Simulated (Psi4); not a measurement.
# singlet CH2GeN− at 3 levels

Wanted: a comparison of 3 runs (BHLYP/def2-SVPD, CAM-B3LYP/def2-SVPD, PBE0/def2-SVPD) of singlet CH2GeN−. 

The results are computed with Psi4 1.11.

### Step 1. The structure to begin with

CH2GeN−: 5 atoms, total charge -1, spin state singlet. SMILES of the parent species: `N#[C][GeH2]`. The shape is that of a PBE0-D4/def2-TZVP optimisation. That shape belongs to the parent species and isn't relaxed for this state.

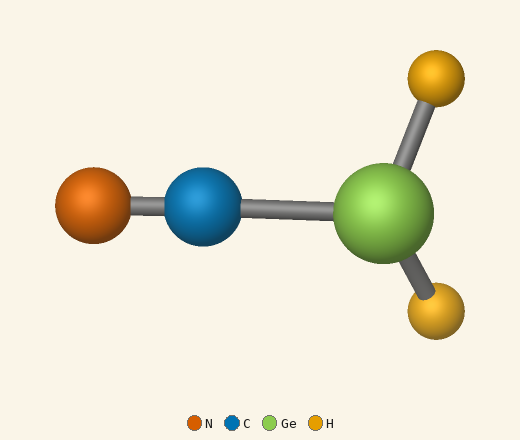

Viewed from a chosen angle; nitrogen orange, carbon blue, germanium green, hydrogen amber.

### Step 2. Energy and gradient at BHLYP/def2-SVPD (run 1)

calc.dat

```
memory 2200 MB

molecule {
  -1 1
  N      3.00598735    -1.94509510     2.44379382
  C      1.58434638    -1.01270423     1.07789978
  Ge    -0.59696448     0.45617989    -1.39858630
  H     -3.13486667    -0.94108361    -1.31506041
  H     -0.76401627     3.30399716    -0.88609258
  units bohr
  symmetry c1
  no_reorient
  no_com
}

set {
  basis def2-SVPD
  puream true
  e_convergence 1e-09
  d_convergence 1e-08
  scf_type pk
  dft_radial_points 99
  dft_spherical_points 590
}

e, wfn = gradient("bhhlyp", return_wfn=True)
oeprop(wfn, "QUADRUPOLE", "MULLIKEN_CHARGES", "WIBERG_LOWDIN_INDICES", title="BHHLYP")
```

Run with:

```
$ psi4 -i calc.dat -o calc.out -n 1
```

calc.out:

```text
[...]
  Running in c1 symmetry.
[...]
  Nuclear repulsion =  137.584871333245644
[...]
  Multiplicity = 1
[...]
  Nalpha       = 24
  Nbeta        = 24
[...]
    Number of basis functions: 94
[...]
   @RKS iter   1: -2169.14813989590266   -2.64058e+00   2.54987e-02 ADIIS/DIIS
[...]
   @RKS iter  12: -2170.65502163805513   -2.36469e-11   7.65420e-09 DIIS
[...]
  @RKS Final Energy: -2170.65502163805513
   => Energetics <=
    Nuclear Repulsion Energy =            137.5848713332456441
    One-Electron Energy =               -3305.2135612687525281
    Two-Electron Energy =                1044.1544769004456157
    DFT Exchange-Correlation Energy =     -47.1808086029943681
    Empirical Dispersion Energy =           0.0000000000000000
    VV10 Nonlocal Energy =                  0.0000000000000000
    Total Energy =                      -2170.6550216380555867
[...]
  -Total Gradient:
     Atom            X                  Y                   Z
    ------   -----------------  -----------------  -----------------
       1       -0.006251555479     0.003501783647    -0.000104142815
       2        0.007013360845    -0.001745791558    -0.021506656191
       3       -0.017591812341     0.004223311113     0.055366944332
       4        0.008392155942    -0.003039143586    -0.016881080501
       5        0.008437716834    -0.002940071220    -0.016875194152
[...]
  Mulliken Charges: (a.u.)
   Center  Symbol    Alpha    Beta     Spin     Total
       1     N     3.61541  3.61541  0.00000 -0.23083
       2     C     3.04275  3.04275  0.00000 -0.08551
       3    GE    16.32481 16.32481  0.00000 -0.64962
       4     H     0.50851  0.50851  0.00000 -0.01702
       5     H     0.50851  0.50851  0.00000 -0.01702
   Total alpha = 24.00000, Total beta = 24.00000, Total charge = -1.00000
  Wiberg Bond Indices using Orthogonal Lowdin Orbitals:
[...]
```

It took 20 s on 1 thread of Intel Xeon Platinum 8259CL at 2.50GHz (Skylake/Cascade Lake), shared host; peak memory 1 GiB.

### Step 3. A single-point energy at CAM-B3LYP/def2-SVPD (run 2)

ch2gen.json

```json
{
  "schema_name": "qcschema_input",
  "schema_version": 1,
  "molecule": {
    "schema_name": "qcschema_molecule",
    "schema_version": 2,
    "symbols": ["N", "C", "Ge", "H", "H"],
    "geometry": [3.00598735, -1.9450951, 2.44379382, 1.58434638, -1.01270423, 1.07789978, -0.59696448, 0.45617989, -1.3985863, -3.13486667, -0.94108361, -1.31506041, -0.76401627, 3.30399716, -0.88609258],
    "molecular_charge": -1,
    "molecular_multiplicity": 1,
    "fix_symmetry": "c1"
  },
  "driver": "energy",
  "model": {
    "method": "cam-b3lyp",
    "basis": "def2-SVPD"
  },
  "keywords": {
    "reference": "rks",
    "puream": true,
    "e_convergence": 1e-09,
    "d_convergence": 1e-08,
    "scf_type": "pk",
    "dft_radial_points": 99,
    "dft_spherical_points": 590,
    "scf_properties": ["MULLIKEN_CHARGES", "WIBERG_LOWDIN_INDICES", "MAYER_INDICES"]
  }
}
```

Run with:

```
$ psi4 --qcschema ch2gen.json -n 1 --memory 2200MB
```

stdout:

```text
[...]
  Running in c1 symmetry.
[...]
  Nuclear repulsion =  137.584871333245644
[...]
  Multiplicity = 1
[...]
  Nalpha       = 24
  Nbeta        = 24
[...]
    Number of basis functions: 94
[...]
   @RKS iter   1: -2169.21382378410726   -2.37543e+00   2.64422e-02 ADIIS/DIIS
[...]
   @RKS iter  13: -2170.81094938786009   -5.00222e-12   3.18375e-09 DIIS
[...]
  @RKS Final Energy: -2170.81094938786009
   => Energetics <=
    Nuclear Repulsion Energy =            137.5848713332456441
    One-Electron Energy =               -3304.6377860721604520
    Two-Electron Energy =                1067.5838150925628725
    DFT Exchange-Correlation Energy =     -71.3418497415082129
    Empirical Dispersion Energy =           0.0000000000000000
    VV10 Nonlocal Energy =                  0.0000000000000000
    Total Energy =                      -2170.8109493878600915
[...]
 Multipole Moments:
 ------------------------------------------------------------------------------------
     Multipole            Electronic (a.u.)      Nuclear  (a.u.)        Total (a.u.)
 ------------------------------------------------------------------------------------
 L = 1.  Multiply by 2.5417464519 to convert [e a0] to [Debye]
 Dipole X            :         -2.3283319            1.5306108           -0.7977211
 Dipole Y            :          1.7016963           -1.2157286            0.4859677
 Dipole Z            :         -3.9644152            3.5658863           -0.3985289
 Magnitude           :                                                    1.0155535
[...]
```

The result, in JSON:

```text
{
 "driver": "energy",
 "model": {
  "method": "cam-b3lyp",
  "basis": "def2-SVPD"
 },
 "success": true,
 "return_result": -2170.81094938786,
 "properties": {
  "calcinfo_nbasis": 94,
  "calcinfo_nmo": 94,
  "calcinfo_nalpha": 24,
  "calcinfo_nbeta": 24,
  "calcinfo_natom": 5,
  "nuclear_repulsion_energy": 137.58487133324564,
  "return_energy": -2170.81094938786,
  "scf_one_electron_energy": -3304.6377860721605,
  "scf_two_electron_energy": 1067.5838150925629,
  "scf_xc_energy": -71.34184974150821,
  "scf_dipole_moment": [-0.7977211040280634, 0.4859677423620381, -0.39852892838417864],
  "scf_total_energy": -2170.81094938786,
  "scf_iterations": 13
 }
}
```

Wall time 21 s (1 thread of Intel Xeon Platinum 8259CL at 2.50GHz (Skylake/Cascade Lake), shared host); peak memory 1.1 GiB.

### Step 4. Energy and forces at PBE0/def2-SVPD (run 3)

input.json

```json
{
  "schema_name": "qcschema_input",
  "schema_version": 1,
  "molecule": {
    "schema_name": "qcschema_molecule",
    "schema_version": 2,
    "symbols": ["N", "C", "Ge", "H", "H"],
    "geometry": [3.00598735, -1.9450951, 2.44379382, 1.58434638, -1.01270423, 1.07789978, -0.59696448, 0.45617989, -1.3985863, -3.13486667, -0.94108361, -1.31506041, -0.76401627, 3.30399716, -0.88609258],
    "molecular_charge": -1,
    "molecular_multiplicity": 1,
    "fix_symmetry": "c1",
    "fix_com": true,
    "fix_orientation": true
  },
  "driver": "gradient",
  "model": {
    "method": "pbe0",
    "basis": "def2-SVPD"
  },
  "keywords": {
    "puream": true,
    "e_convergence": 1e-09,
    "d_convergence": 1e-08,
    "scf_type": "pk",
    "dft_radial_points": 99,
    "dft_spherical_points": 590
  }
}
```

Run with:

```
$ psi4 --qcschema input.json -n 1 --memory 2200MB
```

stdout:

```text
[...]
  Running in c1 symmetry.
[...]
  Nuclear repulsion =  137.584871333245644
[...]
  Multiplicity = 1
[...]
  Nalpha       = 24
  Nbeta        = 24
[...]
    Number of basis functions: 94
[...]
   @RKS iter   1: -2168.72863498983997   -2.14709e+00   2.65355e-02 DIIS/ADIIS
[...]
   @RKS iter  13: -2170.36015325333619   -5.45697e-12   2.86876e-09 DIIS
[...]
  @RKS Final Energy: -2170.36015325333619
   => Energetics <=
    Nuclear Repulsion Energy =            137.5848713332456441
    One-Electron Energy =               -3305.0209643058815345
    Two-Electron Energy =                1066.4442750123726000
    DFT Exchange-Correlation Energy =     -69.3683352930729029
    Empirical Dispersion Energy =           0.0000000000000000
    VV10 Nonlocal Energy =                  0.0000000000000000
    Total Energy =                      -2170.3601532533361933
[...]
  -Total Gradient:
     Atom            X                  Y                   Z
    ------   -----------------  -----------------  -----------------
       1       -0.026967290598     0.017068754506    -0.019813223198
       2        0.029475018622    -0.016643178802     0.001716684671
       3       -0.020528885273     0.006462538266     0.049441723373
       4        0.010077986083    -0.001540372698    -0.015478396839
       5        0.007942228279    -0.005347205818    -0.015866863885
[...]
```

The result, in JSON:

```text
{
 "driver": "gradient",
 "model": {
  "method": "pbe0",
  "basis": "def2-SVPD"
 },
 "success": true,
 "return_result": [-0.02696729059771641, 0.017068754505987882, -0.019813223197820362, 0.02947501862185542, -0.016643178801905384, 0.0017166846707313832, -0.020528885272933003, 0.006462538265979884, 0.04944172337319502, 0.010077986082660806, -0.0015403726976607052, -0.01547839683918565, 0.007942228279004905, -0.00534720581787923, -0.015866863885207368],
 "properties": {
  "calcinfo_nbasis": 94,
  "calcinfo_nmo": 94,
  "calcinfo_nalpha": 24,
  "calcinfo_nbeta": 24,
  "calcinfo_natom": 5,
  "nuclear_repulsion_energy": 137.58487133324564,
  "return_energy": -2170.360153253336,
  "return_gradient": [-0.02696729059771641, 0.017068754505987882, -0.019813223197820362, 0.02947501862185542, -0.016643178801905384, 0.0017166846707313832, -0.020528885272933003, 0.006462538265979884, 0.04944172337319502, 0.010077986082660806, -0.0015403726976607052, -0.01547839683918565, 0.007942228279004905, -0.00534720581787923, -0.015866863885207368],
  "scf_one_electron_energy": -3305.0209643058815,
  "scf_two_electron_energy": 1066.4442750123726,
  "scf_xc_energy": -69.3683352930729,
  "scf_dipole_moment": [-0.9318695423099372, 0.5229690383854231, 0.16177419629234535],
  "scf_total_energy": -2170.360153253336,
  "scf_total_gradient": [-0.02696729059771641, 0.017068754505987882, -0.019813223197820362, 0.02947501862185542, -0.016643178801905384, 0.0017166846707313832, -0.020528885272933003, 0.006462538265979884, 0.04944172337319502, 0.010077986082660806, -0.0015403726976607052, -0.01547839683918565, 0.007942228279004905, -0.00534720581787923, -0.015866863885207368],
  "scf_iterations": 13
 }
}
```

Wall time 23 s (1 thread of Intel Xeon Platinum 8259CL at 2.50GHz (Skylake/Cascade Lake), shared host); peak memory 1 GiB.

### Step 5. The series

| run | level | task | energy (Eh) | HOMO energy (eV) | LUMO energy (eV) | HOMO–LUMO gap (eV) | wall time |
| --- | --- | --- | --- | --- | --- | --- | --- |
| 1 | BHLYP/def2-SVPD | gradient | -2170.655022 | -0.53 | 4.91 | 5.43 | 20 s |
| 2 | CAM-B3LYP/def2-SVPD | energy | -2170.810949 | -0.92 | 5.05 | 5.97 | 21 s |
| 3 | PBE0/def2-SVPD | gradient | -2170.360153 | 0.21 | 4.48 | 4.27 | 23 s |

### Step 6. Summary of results

```
                                                    quantity           value
                                         run 3: total energy  -2170.36015 Eh
                                          run 3: HOMO energy         0.21 eV
                                          run 3: LUMO energy         4.48 eV
run 3: HOMO–LUMO gap (to an unbound level, set by the basis)         4.27 eV
                             run 3: largest force on an atom      2.773 eV/Å
```

The HOMO–LUMO gap runs from 4.27 eV (PBE0/def2-SVPD) to 5.97 eV (CAM-B3LYP/def2-SVPD). The empty levels of an anion lie above zero and hang on the basis. Totals of different functionals can't be ranked against each other. In run 3 the HOMO lies above zero, so the outermost electron may be held by the basis alone. All runs together took 64 s, the longest 23 s.
